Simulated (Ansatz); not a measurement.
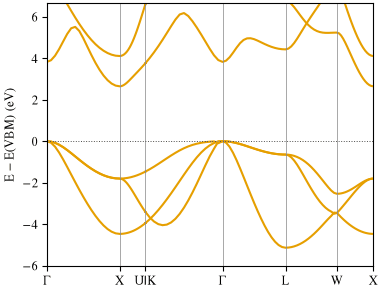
Band structure from the program Ansatz at the LDA level (PAW)

Question: Read off the gap and where the band edges lie.

Answer: About 2.6 eV (2.65 eV by a search for the band edges); maximum at Γ, minimum at X.

The material is MgS (rock salt, Fm-3m).

The LDA relaxation kept the symmetry of its start; phonons on a q-mesh show no instability.

Potentials: the later of the program's two PAW sets.
